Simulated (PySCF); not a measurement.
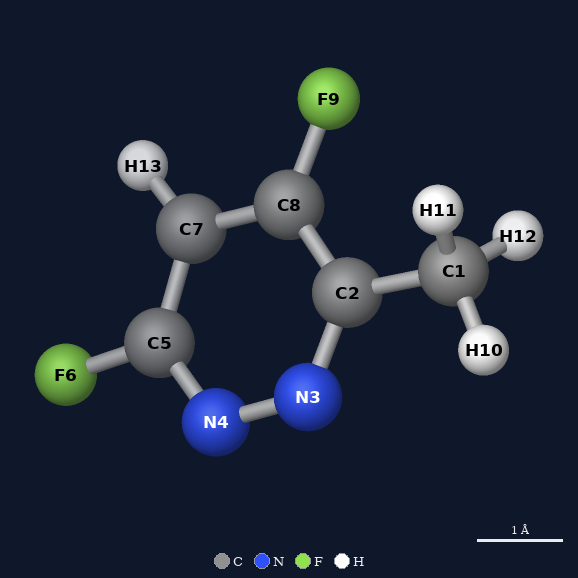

Atoms carry their numbers in the input. Computed geometry: GFN2-xTB optimisation. No frequency run is at hand to confirm it as a minimum.

Give the bond lengths.

| bond | length (Å) | order |
| --- | --- | --- |
| C1–C2 | 1.489 | single |
| C1–H10 | 1.085 | single |
| C1–H11 | 1.089 | single |
| C1–H12 | 1.089 | single |
| C2–N3 | 1.319 | aromatic |
| C2–C8 | 1.408 | aromatic |
| N3–N4 | 1.298 | aromatic |
| N4–C5 | 1.309 | aromatic |
| C5–F6 | 1.331 | single |
| C5–C7 | 1.399 | aromatic |
| C7–C8 | 1.374 | aromatic |
| C7–H13 | 1.078 | single |
| C8–F9 | 1.339 | single |
